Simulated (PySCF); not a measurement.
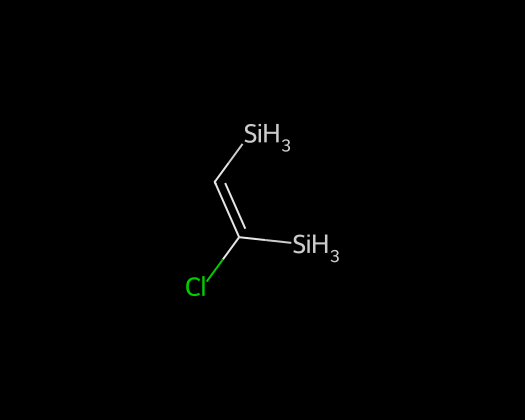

Figure made from data computed with PySCF.

A structural formula.

Question: Transcribe the drawing into SMILES.

Answer: [SiH3]/C=C(\[SiH3])Cl

Question: What is the molecular formula?

Answer: C2H7ClSi2.
